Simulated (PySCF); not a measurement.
C$_{7}$H$_{2}$ClF$_{3}$OS (SMILES FC(F)(F)c1cc2scc(Cl)c2o1)

```xyz
15

F     2.8730   -0.3362    1.8331
C     2.6628    0.1758    0.6118
F     3.0228    1.4661    0.6745
F     3.5246   -0.4276   -0.2163
C     1.2575   -0.0091    0.1420
C     0.7887   -0.6665   -0.9633
C    -0.6128   -0.5140   -0.8979
S    -2.0623   -0.9236   -1.7292
C    -2.9975   -0.0958   -0.5310
C    -2.2542    0.4700    0.4629
Cl   -2.9002    1.3495    1.7824
C    -0.8762    0.2294    0.2516
O     0.2626    0.5382    0.8860
H     1.3711   -1.1765   -1.7015
H    -4.0643   -0.0716   -0.6269
```

Geometry: GFN2-xTB.

All numbers below come from PBE0/pcSseg-1, SCF density, gas phase, non-relativistic (PySCF).

What can the converged electron density and electron localisation function tell about the bonding?

C–F (1.34 Å): ρ is about 2.4 e/Å³ halfway; the ELF peaks at about 0.85 between the atoms (a shared but strongly polarised pair).
C–O (1.34 Å): the density is about 2.4 e/Å³ at the midpoint; the ELF peaks at about 0.90 between the atoms: a shared but strongly polarised pair.
C–C (1.36 Å): ρ is about 2.2 e/Å³ halfway; the ELF peaks at about 0.95 between the atoms (a covalent bond).
C–Cl (1.71 Å): ρ is about 1.5 e/Å³ halfway; the ELF peaks at about 0.90 between the atoms: a covalent bond.

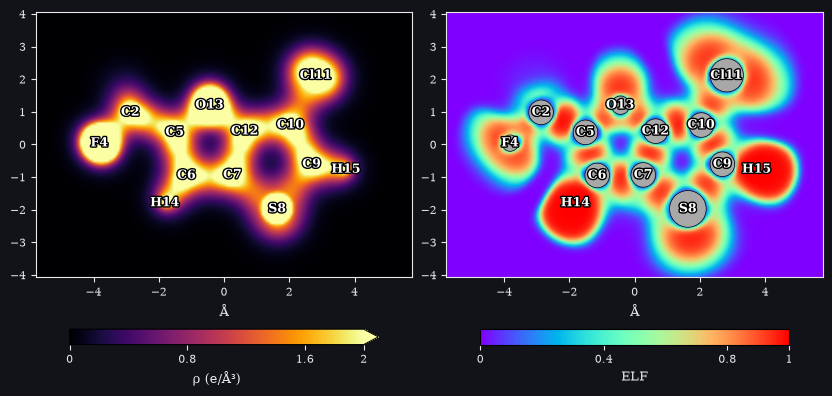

Computed electron density and electron localisation function on the plane of atoms S8, C7 and C12, in this order. Grey discs cover the atomic cores in the ELF map. 
